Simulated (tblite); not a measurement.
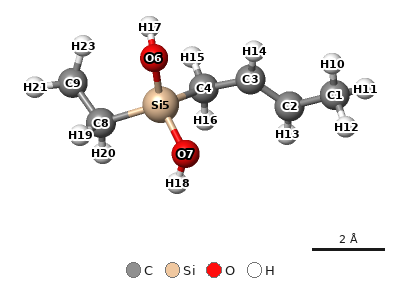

This is the input geometry for a relaxation of C₆H₁₄O₂Si. Style: ball-and-stick. Shown face on.

All numbers below come from tblite, GFN2-xTB geometry optimisation, gas phase.

```xyz
23

C    -3.9587    0.1090    0.0284
C    -2.6663   -0.6006    0.0462
C    -1.5979    0.0813    0.5378
C    -0.2694   -0.5475    0.5874
Si    0.8597    0.5046   -0.4741
O     0.9863    2.0896    0.1616
O     0.1318    0.5457   -2.0398
C     2.5531   -0.2094   -0.6630
C     3.3671   -0.2129    0.5969
H    -3.9210    1.1171    0.4862
H    -4.7684   -0.4905    0.5422
H    -4.2900    0.2060   -1.0213
H    -2.5537   -1.6381   -0.2819
H    -1.7372    1.1226    0.8765
H     0.0833   -0.6399    1.6241
H    -0.2661   -1.5633    0.1349
H     1.1368    2.0682    1.1599
H     0.3970   -0.2718   -2.5326
H     3.0920    0.4429   -1.3946
H     2.5379   -1.2125   -1.0949
H     4.4044    0.0569    0.3217
H     3.4118   -1.2237    1.0555
H     3.0627    0.5662    1.3530
```

> Where does the relaxation end?

The atom that moves furthest after the best rigid fit is H18 (1.40 Å). Largest moves by element: H 1.40 Å, O 0.36 Å, C 0.16 Å, Si 0.12 Å. Near-neighbour distances that change, for instance: Si5–O7 1.727 → 1.623 Å, Si5–O6 1.712 → 1.639 Å, O6–H17 1.010 → 0.952 Å, Si5–C8 1.847 → 1.901 Å. Bond angles that change, for instance: Si5–O7–H18 108.6° → 119.7°, Si5–O6–H17 111.0° → 120.8°, C1–C2–C3 116.9° → 124.7°. Groups turn about Si5–O7 by about 155°, C8–C9 by about 35°. After 176 geometry steps the energy has fallen by 23.5 kcal/mol. The run took 1.7 s on 1 thread of Arm Neoverse V1 (shared host).

Final geometry:

```xyz
23

C    -3.9803    0.0181   -0.0226
C    -2.6022   -0.5577    0.0065
C    -1.5772   -0.0267    0.6539
C    -0.1909   -0.5737    0.6448
Si    0.9034    0.4349   -0.5681
O     0.8500    2.0234   -0.1672
O     0.3289    0.3476   -2.0834
C     2.6776   -0.2416   -0.6628
C     3.4038   -0.2697    0.6790
H    -4.0200    0.9565    0.5254
H    -4.6936   -0.6768    0.4213
H    -4.2952    0.1992   -1.0506
H    -2.4683   -1.4786   -0.5468
H    -1.7124    0.8981    1.2009
H     0.2213   -0.5370    1.6535
H    -0.2111   -1.6183    0.3377
H     1.1694    2.3246    0.6778
H    -0.4901    0.7841   -2.3042
H     3.2471    0.3721   -1.3609
H     2.6676   -1.2477   -1.0789
H     4.4139   -0.6591    0.5634
H     2.8772   -0.9024    1.3901
H     3.4763    0.7308    1.1014
```

The end point in the same view:

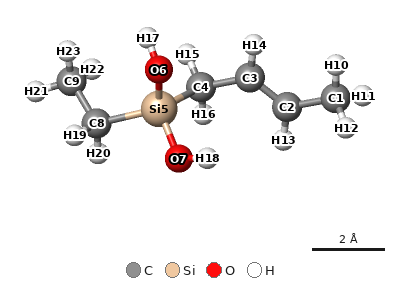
